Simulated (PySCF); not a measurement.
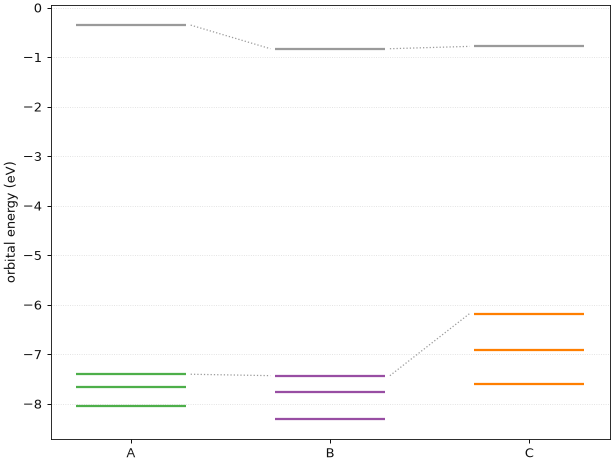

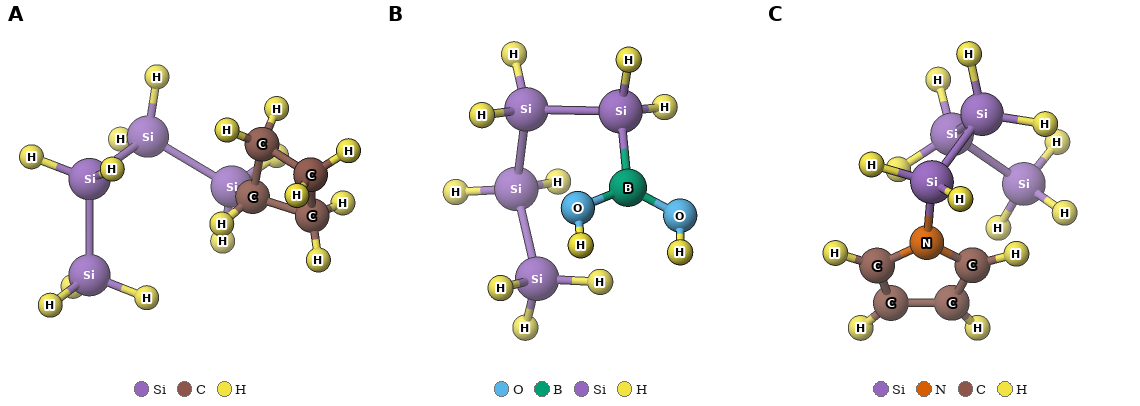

Related molecules: A is C₄H₁₆Si₄, SMILES [SiH3][SiH2][SiH2][SiH2]C1CCC1; B is BSi₄H₁₁O₂, SMILES OB(O)[SiH2][SiH2][SiH2][SiH3]; C is C₄H₁₃NSi₄, SMILES [SiH3][SiH2][SiH2][SiH2]n1cccc1. Frontier orbital energies, B3LYP/def2-SVPD in PySCF 2.14.0, at a PBE0-D3(BJ)/def2-SVP geometry (no frequency check); drawn are at most three filled levels and, in grey, the LUMO with any level within 0.03 eV of it; dotted lines join the HOMOs and the LUMOs.

Question: What does the change do to the frontier levels?

Answer: From A to B the HOMO hardly moves and the LUMO falls by 0.48 eV, so the separation goes from 7.05 to 6.60 eV. From A to C the HOMO rises by 1.22 eV and the LUMO falls by 0.43 eV, so the separation goes from 7.05 to 5.40 eV.

Question: Does the ΔSCF ionisation energy follow the HOMO?

Answer: A: −ε(HOMO) 7.40, ΔSCF 9.08 eV; B: −ε(HOMO) 7.43, ΔSCF 9.23 eV; C: −ε(HOMO) 6.18, ΔSCF 8.09 eV.

Limits of at least one run: one conformer of a flexible molecule.
